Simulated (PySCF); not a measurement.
# Run report: C$_{2}$H$_{5}$B, geometry relaxation (part 1 of 2)

System: C$_{2}$H$_{5}$B.
Method: RKS PBE0-D4/def2-TZVP, density fitting (PySCF 2.14.0).

The geometry is a transition state displaced along its imaginary mode. The reaction was set up to form B1–C5 and H2–C6 and to break B1–H2 (atoms counted from 1 in the order of the input); sticks are drawn by distance alone.

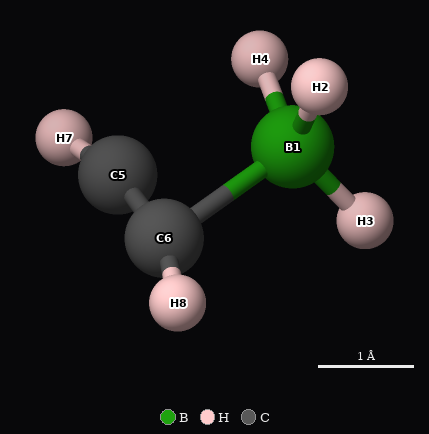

**Figure 1.** The input geometry (ball-and-stick view, seen at a tilt; atoms are numbered from 1 in the order of the input). Bond lengths as drawn: B–C 1.77 Å, B–H 1.21 to 1.27 Å, C–C 1.24 Å and C–H 1.08 Å.

### Results in brief

| quantity | value |
| --- | --- |
| outcome | converged |
| total energy | −2827.7532 eV |
| largest force (length of the vector) at the end | 0.005 eV/Å |
| hardware | 4 threads of Arm Neoverse V1, 23 GiB of memory available, shared host |
| wall time | 7.7 min (CPU time 27 min) |
| peak memory | 1.2 GiB |

### Input
```python
import json, numpy as np
from pyscf import gto, scf, dft, mp, cc
EV, BOHR = 27.211386245988, 0.529177210903
mol = gto.M(atom="""
B -0.474542 -0.558357 -0.335624
H -0.103220 -1.697132 0.029770
H -1.636186 -0.246669 -0.418092
H 0.134769 -0.413599 -1.436561
C 0.750403 0.851747 -0.032974
C 0.201899 0.401525 0.984580
H 1.227926 1.443384 -0.794000
H -0.101049 0.219201 2.003001
""", basis="def2-tzvp", charge=0, spin=0, max_memory=7225, verbose=0)
def mean_field(mol, dm=None):
    mf = dft.RKS(mol, xc="pbe0").density_fit()
    mf.conv_tol = 1e-9; mf.grids.level = 4
    mf.kernel(dm0=dm)
    if not mf.converged: mf = mf.newton().run(mf.mo_coeff, mf.mo_occ)
    assert mf.converged
    return mf
def d4(mol):
    from pyscf.dispersion.dftd4 import DFTD4Dispersion
    real = gto.M(atom=[(mol.atom_pure_symbol(i), mol.atom_coord(i)) for i in range(8)], unit='B', charge=mol.charge, spin=None, basis='def2-svp', verbose=0)
    r = DFTD4Dispersion(real, xc="pbe0", atm=True).get_dispersion(grad=True); return r["energy"], r["gradient"]
def energy_and_gradient(mol, dm=None):
    mf = mean_field(mol, dm); e, g = d4(mol)
    return mf, (mf.e_tot + e) * EV, (mf.nuc_grad_method().kernel()[:8] + g) * EV / BOHR
out = {}
# rational-function steps on a BFGS-updated Hessian; the first Hessian (eV/A^2) comes from GFN2-xTB
H = np.load("h0.npy"); x = mol.atom_coords(unit="A").ravel(); dm = old = None; trust = 0.2; steps = []
for it in range(90):
    mol.set_geom_(x.reshape(-1, 3), unit="A"); mf, e, g = energy_and_gradient(mol, dm); g = g.ravel(); dm = mf.make_rdm1()
    print(f"relax step {it + 1}: E = {e:.6f} eV, largest force component {abs(g).max():.4f} eV/A", flush=True); steps.append([e, x.reshape(-1, 3).tolist(), (-g).reshape(-1, 3).tolist()])
    if abs(g).max() < 0.008: out['converged'] = True; break
    if old is not None:
        s, z = x - old[0], g - old[1]
        if s @ z > 1e-8: H = H + np.outer(z, z) / (s @ z) - np.outer(H @ s, H @ s) / (s @ H @ s)
        trust = max(0.03, trust / 2) if e > old[2] + 1e-4 else min(0.35, trust * 1.3)
    w, V = np.linalg.eigh(H); w = np.maximum(abs(w), 0.08); f = V.T @ g; M = np.diag(np.append(w, 0.0)); M[-1, :-1] = M[:-1, -1] = f
    dx = V @ (-f / (w - np.linalg.eigvalsh(M)[0])); big = np.linalg.norm(dx.reshape(-1, 3), axis=1).max(); dx *= min(1, trust / big)
    old = (x, g, e); x = x + dx
out.update(energy=e, forces=steps[-1][2], positions=steps[-1][1], steps=steps)
out['s2'] = mf.spin_square()[0]; out['nelec'] = mol.nelec
print(f"Total energy {out['energy']:.6f} eV, <S^2> {out['s2']:.4f}")
json.dump(out, open("out.json", "w"), default=float)
```

Launch command:
```bash
OMP_NUM_THREADS=4 python run.py
```

### Log
```
relax step 1: E = -2825.784179 eV, largest force component 0.8631 eV/A
relax step 2: E = -2825.856411 eV, largest force component 0.4591 eV/A
relax step 3: E = -2825.888070 eV, largest force component 0.3882 eV/A
relax step 4: E = -2825.962592 eV, largest force component 2.4918 eV/A
relax step 5: E = -2825.114342 eV, largest force component 6.7176 eV/A
relax step 6: E = -2826.030050 eV, largest force component 2.0181 eV/A
relax step 7: E = -2826.208067 eV, largest force component 3.1546 eV/A
relax step 8: E = -2826.344258 eV, largest force component 1.6612 eV/A
relax step 9: E = -2826.307299 eV, largest force component 3.5352 eV/A
relax step 10: E = -2826.569012 eV, largest force component 2.2798 eV/A
relax step 11: E = -2826.640181 eV, largest force component 2.2325 eV/A
relax step 12: E = -2826.843300 eV, largest force component 1.0119 eV/A
relax step 13: E = -2826.782077 eV, largest force component 1.7684 eV/A
relax step 14: E = -2827.035548 eV, largest force component 0.8893 eV/A
relax step 15: E = -2827.037544 eV, largest force component 2.0610 eV/A
relax step 16: E = -2827.168695 eV, largest force component 1.5203 eV/A
relax step 17: E = -2827.110530 eV, largest force component 2.3119 eV/A
relax step 18: E = -2827.308322 eV, largest force component 1.3658 eV/A
relax step 19: E = -2827.295388 eV, largest force component 2.0125 eV/A
relax step 20: E = -2827.450079 eV, largest force component 0.8621 eV/A
relax step 21: E = -2827.507716 eV, largest force component 0.8477 eV/A
relax step 22: E = -2827.544977 eV, largest force component 1.2468 eV/A
relax step 23: E = -2827.558448 eV, largest force component 2.0151 eV/A
relax step 24: E = -2827.570514 eV, largest force component 1.5163 eV/A
relax step 25: E = -2827.635274 eV, largest force component 0.5668 eV/A
relax step 26: E = -2827.647182 eV, largest force component 0.8361 eV/A
relax step 27: E = -2827.673388 eV, largest force component 0.6739 eV/A
relax step 28: E = -2827.670264 eV, largest force component 0.6898 eV/A
relax step 29: E = -2827.698835 eV, largest force component 0.2806 eV/A
relax step 30: E = -2827.710246 eV, largest force component 0.3526 eV/A
relax step 31: E = -2827.726666 eV, largest force component 0.4985 eV/A
relax step 32: E = -2827.740851 eV, largest force component 0.2609 eV/A
relax step 33: E = -2827.715732 eV, largest force component 0.6787 eV/A
relax step 34: E = -2827.742568 eV, largest force component 0.3099 eV/A
relax step 35: E = -2827.724435 eV, largest force component 0.6877 eV/A
relax step 36: E = -2827.749652 eV, largest force component 0.0812 eV/A
relax step 37: E = -2827.751090 eV, largest force component 0.0889 eV/A
relax step 38: E = -2827.751661 eV, largest force component 0.0697 eV/A
relax step 39: E = -2827.752254 eV, largest force component 0.0817 eV/A
relax step 40: E = -2827.752606 eV, largest force component 0.1071 eV/A
relax step 41: E = -2827.752836 eV, largest force component 0.0907 eV/A
relax step 42: E = -2827.753021 eV, largest force component 0.0650 eV/A
relax step 43: E = -2827.753142 eV, largest force component 0.0264 eV/A
relax step 44: E = -2827.753190 eV, largest force component 0.0164 eV/A
relax step 45: E = -2827.753205 eV, largest force component 0.0117 eV/A
relax step 46: E = -2827.753208 eV, largest force component 0.0031 eV/A
```

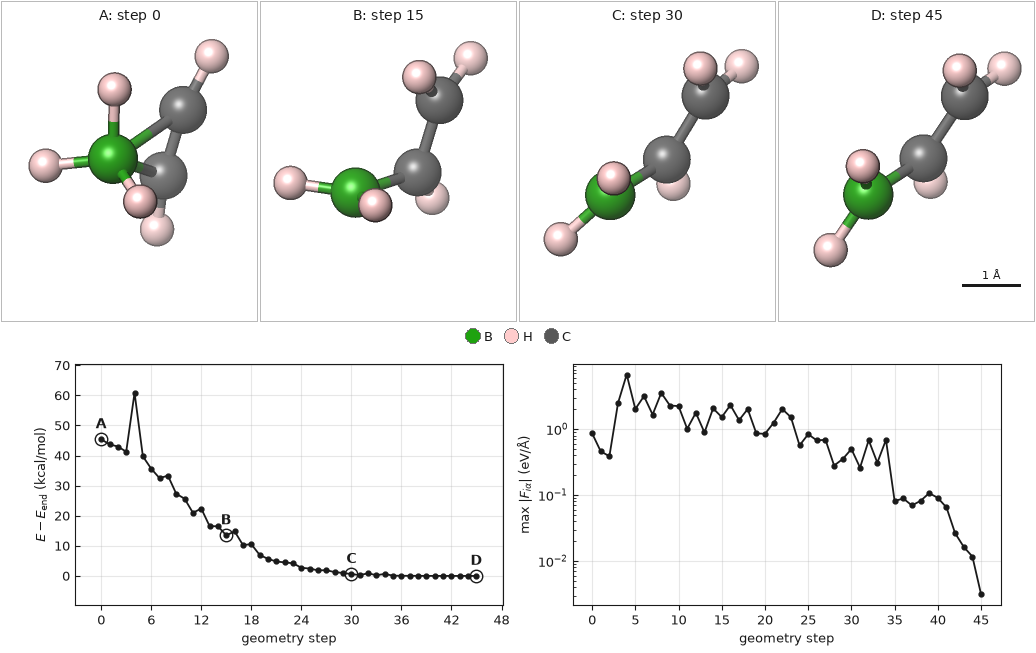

**Figure 2.** Frames of the relaxation (ball-and-stick view, seen at an oblique angle) above the curves, on which the letters mark them (the first geometry is step 0 here and step 1 in the log).

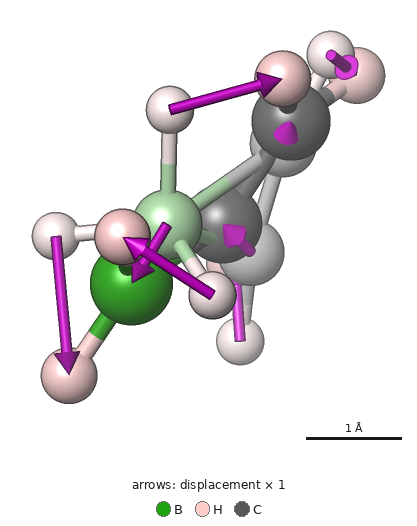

**Figure 3.** Start (faint) and end (solid) with the displacements as pink arrows, at true length (ball-and-stick view, seen at an oblique angle). The two geometries are laid on each other by the best rigid fit. Over 45 geometry steps the energy falls by 45.4 kcal/mol. The largest force component goes from 0.86 to 0.0031 eV/Å. The atom that moves furthest after the best rigid fit is H2 (1.48 Å). Largest moves by element: H 1.48 Å, B 0.74 Å, C 0.56 Å. Distances before and after: B1–H4 1.267 → 2.699 Å, H4–C5 1.988 → 1.086 Å, B1–C5 1.892 → 2.497 Å, B1–C6 1.767 → 1.535 Å. New bonds form: H4–C5 (1.99 → 1.09 Å). Bonds break: B1–H4 (1.27 → 2.70 Å). Among the angles that change: C5–C6–H8 163.8° → 117.7°, B1–C6–C5 75.7° → 120.5°, C6–C5–H7 167.5° → 123.0°. (Atoms are counted from 1 in the order of the input.)

```
Total energy -2827.753208 eV, <S^2> 0.0000
```

### Trajectory as extended XYZ (Å, eV, eV/Å), 46 frames, from step=1 to step=46
```
8
Properties=species:S:1:pos:R:3:forces:R:3 step=1 energy=-2825.78418
B    -0.4745   -0.5584   -0.3356    0.8365  -0.6344  -0.3366
H    -0.1032   -1.6971    0.0298   -0.3561   0.8631  -0.2553
H    -1.6362   -0.2467   -0.4181    0.1430  -0.0684   0.0054
H     0.1348   -0.4136   -1.4366   -0.4290   0.0351   0.7130
C     0.7504    0.8517   -0.0330   -0.6809  -0.3229   0.6778
C     0.2019    0.4015    0.9846    0.3164   0.1321  -0.7978
H     1.2279    1.4434   -0.7940   -0.0224  -0.2085   0.2864
H    -0.1010    0.2192    2.0030    0.1923   0.2038  -0.2929
8
Properties=species:S:1:pos:R:3:forces:R:3 step=2 energy=-2825.85641
B    -0.4515   -0.5756   -0.3394   -0.3870   0.4025   0.3695
H    -0.1076   -1.6576   -0.0095    0.1668  -0.4591   0.0870
H    -1.6175   -0.2832   -0.4164    0.0697  -0.0378  -0.0346
H     0.1031   -0.3769   -1.3885    0.1810   0.1446  -0.3810
C     0.7177    0.8365   -0.0430   -0.0555  -0.0826   0.0561
C     0.1886    0.3791    0.9685   -0.0195   0.0664  -0.0857
H     1.2521    1.4111   -0.7686    0.0045  -0.0587   0.0326
H    -0.0850    0.2667    1.9969    0.0399   0.0247  -0.0439
8
Properties=species:S:1:pos:R:3:forces:R:3 step=3 energy=-2825.88807
B    -0.4601   -0.5708   -0.3096   -0.0205  -0.2667   0.0289
H    -0.0682   -1.6886   -0.0779   -0.0201   0.0521  -0.1161
H    -1.6316   -0.3174   -0.3895    0.0025   0.0110  -0.0835
H     0.0816   -0.2739   -1.3843   -0.0159   0.1106   0.1843
C     0.7034    0.8131   -0.0543    0.1007   0.0880  -0.3154
C     0.1678    0.3518    0.9561   -0.1074   0.0036   0.3882
H     1.2660    1.4082   -0.7434   -0.0053  -0.0517   0.0473
H    -0.0594    0.2779    2.0027    0.0660   0.0533  -0.1337
8
Properties=species:S:1:pos:R:3:forces:R:3 step=4 energy=-2825.96259
B    -0.4758   -0.6001   -0.2111   -0.2406  -1.9791  -0.4546
H     0.0096   -1.7687   -0.1929   -0.4924   1.0536  -0.1092
H    -1.6540   -0.4286   -0.4007    0.1248   0.0580  -0.3159
H     0.0998   -0.0677   -1.2833    0.1623   0.2487   1.0151
C     0.6606    0.7382   -0.1192    0.5991   0.7052  -1.9021
C     0.0819    0.3375    0.9147   -0.2232   0.0100   2.4918
H     1.3230    1.3599   -0.7164   -0.2258  -0.1564   0.3999
H    -0.0461    0.4298    2.0084    0.2957   0.0601  -1.1249
8
Properties=species:S:1:pos:R:3:forces:R:3 step=5 energy=-2825.11434
B    -0.5219   -0.6466   -0.0455   -2.7905  -6.3964  -2.9401
H     0.0668   -1.8954   -0.3370   -1.1893   2.1416   0.9167
H    -1.6909   -0.5528   -0.4518    0.8017   0.0695  -0.2713
H     0.1517    0.2269   -1.1016   -1.2508  -1.8572  -2.8936
C     0.6008    0.6036   -0.2411    3.4860   4.7003   0.5735
C    -0.0292    0.3298    0.8554    1.6792   2.9391   6.7176
H     1.4159    1.2659   -0.6938   -1.0581  -0.6702   1.2557
H     0.0059    0.6688    2.0150    0.3218  -0.9268  -3.3585
8
Properties=species:S:1:pos:R:3:forces:R:3 step=6 energy=-2826.03005
B    -0.5380   -0.7010   -0.1291    1.0159  -0.7119   0.3091
H     0.0312   -1.8803   -0.2881   -0.8832   1.8531   0.4552
H    -1.6762   -0.5178   -0.4622    0.1446   0.0859  -0.2637
H     0.0893    0.1242   -1.2070    0.2898  -0.1862   1.4053
C     0.6538    0.6982   -0.1583   -0.2881   0.4715  -1.9143
C     0.0577    0.4262    0.9395   -0.8063  -2.0181  -0.2525
H     1.3871    1.2858   -0.7017    0.0881   0.1847   0.4785
H    -0.0056    0.5648    2.0065    0.4392   0.3210  -0.2175
8
Properties=species:S:1:pos:R:3:forces:R:3 step=7 energy=-2826.20807
B    -0.5361   -0.6789   -0.1345   -0.4774  -0.2555  -0.2343
H    -0.0794   -1.7959   -0.1081   -0.0339   0.1562  -0.1311
H    -1.6637   -0.4467   -0.5214    0.2992  -0.1091  -0.0162
H     0.1417   -0.0778   -1.2003    0.5665   0.8059   0.8149
C     0.6499    0.7489   -0.1757    0.0556  -0.6738  -2.2922
C     0.0603    0.3505    0.8742   -0.3334   0.2322   3.1546
H     1.3841    1.3422   -0.7149   -0.2214  -0.0552   0.3369
H     0.0424    0.5581    1.9804    0.1449  -0.1007  -1.6325
8
Properties=species:S:1:pos:R:3:forces:R:3 step=8 energy=-2826.34426
B    -0.5672   -0.6413   -0.1339   -0.8284  -0.9577   0.1632
H    -0.1615   -1.7831   -0.1966   -0.0453   0.2691  -0.2791
H    -1.6516   -0.3395   -0.5859    0.1583  -0.1770   0.1743
H     0.1789    0.0467   -1.1835    0.2236   0.5184   0.8228
C     0.6021    0.6800   -0.1998    1.6612   1.4356  -0.7870
C     0.1186    0.2866    0.9297   -0.7618  -0.8414  -1.5978
H     1.3446    1.4197   -0.6028   -0.7388  -0.8892   0.3877
H     0.1356    0.3313    1.9726    0.3312   0.6422   1.1158
8
Properties=species:S:1:pos:R:3:forces:R:3 step=9 energy=-2826.30730
B    -0.6634   -0.7297   -0.0129    1.1437  -0.7637   1.1066
H    -0.1572   -1.8603   -0.2126   -0.6197   0.9464   0.2330
H    -1.6941   -0.4191   -0.4852   -0.4945   0.0424  -0.1901
H     0.1129    0.2140   -1.0858   -1.5781  -1.5042  -3.0399
C     0.6394    0.6412   -0.3070    0.4275   1.5649   3.5352
C     0.1432    0.3399    0.8837   -0.4979  -1.7581  -0.8707
H     1.2829    1.3522   -0.7294    1.3825   0.9630  -0.1390
H     0.3359    0.4624    1.9492    0.2367   0.5093  -0.6351
8
Properties=species:S:1:pos:R:3:forces:R:3 step=10 energy=-2826.56901
B    -0.6840   -0.7440   -0.0383    0.5840  -0.9785   0.0296
H    -0.2021   -1.8537   -0.2775   -0.4509   0.5731   0.2540
H    -1.7156   -0.4245   -0.5024   -0.4978   0.1392  -0.2307
H     0.0777    0.2743   -1.1307    1.0803   0.2154   0.1677
C     0.7232    0.6721   -0.2144   -2.2798  -0.4948  -1.5140
C     0.0964    0.2457    0.8540    0.8165   0.2306   1.8995
H     1.4149    1.3702   -0.6159    0.8430   0.5346   0.3239
H     0.2891    0.4604    1.9249   -0.0953  -0.2197  -0.9300
8
Properties=species:S:1:pos:R:3:forces:R:3 step=11 energy=-2826.64018
B    -0.6390   -0.7932   -0.0593   -0.7905  -0.0441   0.2486
H    -0.1540   -1.8530   -0.2544    0.1778  -0.3915  -0.0784
H    -1.7131   -0.5298   -0.5757    0.4396  -0.0584   0.2480
H     0.1803    0.2278   -1.1826    0.2964   0.8069   0.4003
C     0.5490    0.7817   -0.2236    2.2325   0.7527  -1.5807
C     0.0855    0.2155    0.8674   -0.4093   0.4797   0.6748
H     1.4448    1.4983   -0.5000   -2.0148  -1.3402   0.8102
H     0.2462    0.4534    1.9281    0.0684  -0.2052  -0.7227
8
Properties=species:S:1:pos:R:3:forces:R:3 step=12 energy=-2826.84330
B    -0.6411   -0.8148   -0.0257   -0.8108  -1.0119  -0.5411
H    -0.1426   -1.8717   -0.3064   -0.0544  -0.0463   0.1302
H    -1.6971   -0.5366   -0.5516    0.2125  -0.0616   0.2204
H     0.1920    0.3611   -1.1584   -0.0758   0.1762  -0.4763
C     0.5814    0.7891   -0.2120    0.5192   0.4554  -0.5012
C     0.0889    0.1746    0.8539    0.3496   0.7752  -0.4468
H     1.3290    1.5652   -0.4800   -0.4072  -0.4816   0.8609
H     0.2892    0.3337    1.8804    0.2669   0.1946   0.7539
8
Properties=species:S:1:pos:R:3:forces:R:3 step=13 energy=-2826.78208
B    -0.7196   -0.8774    0.0471    1.6425   0.3153   0.9802
H    -0.2153   -1.9154   -0.2991   -0.2803  -0.0224   0.3375
H    -1.7386   -0.5322   -0.3797   -0.9558   0.1671  -0.2894
H     0.0046    0.4625   -1.2022    0.1596  -0.2192  -0.6806
C     0.6228    0.7048   -0.3367   -0.4533   1.2400   0.9046
C     0.1816    0.2120    0.8187    0.0449  -0.9091   0.4131
H     1.3116    1.5235   -0.5239    0.2950  -0.1996   0.1030
H     0.5525    0.4230    1.8757   -0.4526  -0.3720  -1.7684
8
Properties=species:S:1:pos:R:3:forces:R:3 step=14 energy=-2827.03555
B    -0.6717   -0.9192    0.0260    0.1804   0.3279   0.3231
H    -0.1515   -1.9376   -0.3065   -0.0265  -0.2935   0.3065
H    -1.7218   -0.6252   -0.4432   -0.2558  -0.0403  -0.1140
H     0.1097    0.5254   -1.2048   -0.1201  -0.1139  -0.8893
C     0.5795    0.8076   -0.2754   -0.0562   0.5359   0.3596
C     0.1106    0.1855    0.8035    0.1860  -0.1648  -0.3118
H     1.3332    1.5788   -0.4270    0.0026  -0.0650   0.4938
H     0.4115    0.3855    1.8274    0.0896  -0.1864  -0.1679
8
Properties=species:S:1:pos:R:3:forces:R:3 step=15 energy=-2827.03754
B    -0.6652   -0.9253    0.0166    0.1403  -0.8772  -0.2831
H    -0.1323   -1.9426   -0.3635   -0.2422  -0.0151   0.2816
H    -1.7452   -0.6603   -0.4246   -0.0469   0.0099   0.1041
H     0.0959    0.6195   -1.2395   -0.1377   0.3061   0.0597
C     0.5102    0.8993   -0.2582   -0.0495  -0.8702   1.2923
C     0.1591    0.0896    0.8001    0.7394   2.0610  -1.5167
H     1.2396    1.7243   -0.3526   -0.3061  -0.5558   0.5551
H     0.5374    0.1961    1.8218   -0.0973  -0.0587  -0.4931
8
Properties=species:S:1:pos:R:3:forces:R:3 step=16 energy=-2827.16869
B    -0.6542   -0.9962    0.0385   -1.5203   0.9711  -0.5875
H    -0.1671   -1.9995   -0.2708    0.4511  -1.0569   0.2460
H    -1.7576   -0.7511   -0.4738    0.7313  -0.1739   0.3404
H     0.1125    0.7446   -1.2791    0.4100   0.4553   0.5999
C     0.5355    0.9337   -0.2621    0.2277   0.2806  -0.2141
C     0.0925    0.1415    0.7338    0.4299   0.4460  -1.2861
H     1.3654    1.7003   -0.2075   -1.1162  -0.9208   0.1076
H     0.4724    0.2273    1.7207    0.3864  -0.0014   0.7939
8
Properties=species:S:1:pos:R:3:forces:R:3 step=17 energy=-2827.11053
B    -0.6301   -1.0260    0.0714   -0.7950   2.2505   0.5247
H    -0.1186   -2.0326   -0.1322    0.5943  -1.1956   0.1187
H    -1.7545   -0.8277   -0.3529    0.4371  -0.1547  -0.0117
H     0.0519    0.7309   -1.2912    0.0079   0.5026  -0.1977
C     0.4919    0.9963   -0.3276   -2.1335  -2.2299  -0.3803
C     0.1346    0.2240    0.6889   -0.5333  -1.6802  -0.3795
H     1.2557    1.6595   -0.3302    2.1954   2.3119   0.1081
H     0.5683    0.2763    1.6735    0.2272   0.1954   0.2178
```
